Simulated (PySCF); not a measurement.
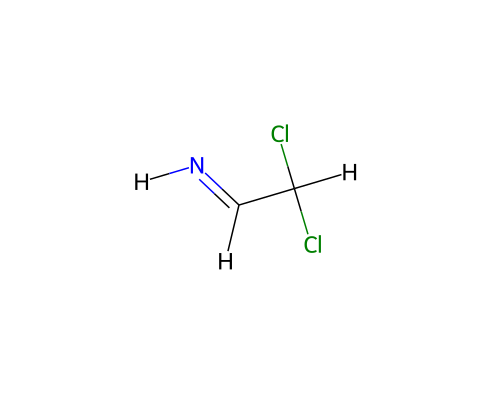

Source: calculation with PySCF.

Transcribe the drawing into SMILES.

[H]/N=C/C(Cl)Cl

What is the molecular formula?

C2H3Cl2N.

An optimisation with PBE0-D3(BJ)/def2-SVP gave a structure of which point group?

Cs. Other conformers may differ.
